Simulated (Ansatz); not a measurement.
# BSiH5 (SMILES [H]B([H])[SiH3]) at BLYP/STO-3G

What is the electronic atomisation energy of BSiH5 at BLYP/STO-3G? 

Program for the calculation: Ansatz 0.2.0.

49 further runs of the same task are left out: 1 that didn't finish, 48 set aside as unsound or not needed.

## 1. The system as given

BSiH5: 7 atoms, total charge 0, spin state singlet. As SMILES, `[H]B([H])[SiH3]`. The coordinates come from a GFN2-xTB relaxation.

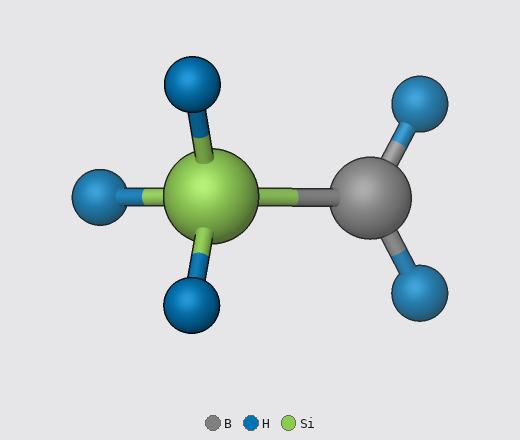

The structure, seen from a chosen angle (boron grey, hydrogen blue, silicon green).

## 2. The energy at BLYP/STO-3G

run.yaml

```yaml
crystal:
  periodic: [false, false, false]
  atoms:
    - {symbol: B, position_ang: [0.595540, 1.038560, 0.005960]}
    - {symbol: H, position_ang: [1.765140, 1.076930, 0.027400]}
    - {symbol: H, position_ang: [0.039220, 2.066980, -0.048000]}
    - {symbol: Si, position_ang: [-0.377680, -0.657970, 0.018400]}
    - {symbol: H, position_ang: [-1.713750, -0.605710, 0.632990]}
    - {symbol: H, position_ang: [0.300530, -1.764180, 0.713070]}
    - {symbol: H, position_ang: [-0.608990, -1.154610, -1.349820]}
basis:
  gaussian:
    orbitals: STO-3G
accuracy: high
hamiltonian:
  xc: {name: BLYP}
```

Command:

```
$ ansatz run run.yaml --threads 1 --pin off --max-ram 2610MiB --events-out events.jsonl --progress --plain --runs-dir runs
```

Standard output:

```text
Warning: RAYON_NUM_THREADS=1 ignored (pool sized by the plan → 1); use --threads N
Functional definition: BLYP
  name "BLYP"
  parameter beta = 0.0042
  parameter a = 0.04918
  parameter b = 0.132
  parameter c = 0.2533
  parameter d = 0.349
  exchange = b88_x(beta = beta)
  correlation = lyp_c(a = a, b = b, c = c, d = d)
333 factors; integrals over basis functions are off by at most 1.3e-8 eV
mean field evaluation 1: about -8531.6790 eV, gradient 1.7e1 eV
mean field evaluation 2: about -8531.8016 eV, gradient 1.4e1 eV
mean field evaluation 4: about -8532.5991 eV, gradient 2.2e-1 eV
mean field evaluation 8: about -8532.5142 eV, gradient 1.4e-3 eV
mean field -8532.51419932 eV, -313.5641132792 hartree, gradient 3.3e-8 eV, S^2 0.000000; 0 other end points of the search recorded, 0 dependent functions left out
reference -8532.51423828 eV, -313.5641147110 hartree; 12, 12 occupied and 7, 7 virtual orbitals, 333 factors
Total energy: -8532.51423828 eV, -313.5641147110 hartree
```

It took 1 s on 1 thread of Arm Neoverse V2, shared host; peak memory 0.098 GiB.

## 3. The B atom

run.yaml

```yaml
crystal:
  periodic: [false, false, false]
  atoms:
    - {symbol: B, position_ang: [0.000000, 0.000000, 0.000000]}
basis:
  gaussian:
    orbitals: STO-3G
magnetization:
  spin_polarized: true
  initial_magnetization: 1
hamiltonian:
  xc: {name: BLYP}
accuracy: high
```

Run the same way, it converges to -24.26591 Eh (log not shown).

## 4. The H atom at the same level

molecule.yaml

```yaml
crystal:
  periodic: [false, false, false]
  atoms:
    - {symbol: H, position_ang: [0.000000, 0.000000, 0.000000]}
basis:
  gaussian: {orbitals: STO-3G}
magnetization: {spin_polarized: true, initial_magnetization: 1}
hamiltonian: {xc: {name: BLYP}}
accuracy: high
```

Command:

```
$ ansatz run molecule.yaml --threads 1 --pin off --max-ram 2610MiB --events-out events.jsonl --progress --plain --runs-dir runs
```

Standard output, shortened:

```text
Warning: RAYON_NUM_THREADS=1 ignored (pool sized by the plan → 1); use --threads N
[... 9 set-up lines as earlier in the session ...]
1 factors; integrals over basis functions are off by at most 4.6e-10 eV
mean field evaluation 1: about -12.5918 eV, gradient 0.0e0 eV
mean field evaluation 2: about -12.5918 eV, gradient 0.0e0 eV
mean field -12.59181263 eV, -0.4627405790 hartree, gradient 0.0e0 eV, S^2 0.750000; 0 other end points of the search recorded, 0 dependent functions left out
reference -12.59183075 eV, -0.4627412451 hartree; 1, 0 occupied and 0, 1 virtual orbitals, 1 factors
Total energy: -12.59183075 eV, -0.4627412451 hartree
```

It took 0.06 s on 1 thread of Arm Neoverse V2, shared host.

## 5. The Si atom, same level

run.yaml

```yaml
crystal:
  periodic: [false, false, false]
  atoms:
    - {symbol: Si, position_ang: [0.000000, 0.000000, 0.000000]}
basis:
  gaussian: {orbitals: STO-3G}
magnetization: {spin_polarized: true, initial_magnetization: 2}
total_charge: 0
hamiltonian: {xc: {name: BLYP}}
accuracy: high
```

Run the same way, it converges to -285.90455 Eh (log not shown).

## 6. Outcome

At BLYP/STO-3G:

```
                     quantity          value
       molecule: total energy  -313.56411 Eh
         B atom: total energy   -24.26591 Eh
                 B atom: ⟨S²⟩          0.750
         H atom: total energy    -0.46274 Eh
                 H atom: ⟨S²⟩          0.750
        Si atom: total energy  -285.90455 Eh
                Si atom: ⟨S²⟩          2.000
electronic atomisation energy      29.387 eV
```

In words: Taking the molecule apart into free atoms costs 29.39 eV (2835 kJ/mol), before zero-point energy and without spin-orbit coupling. In a minimal basis such a difference can be off by several eV, whatever the method.
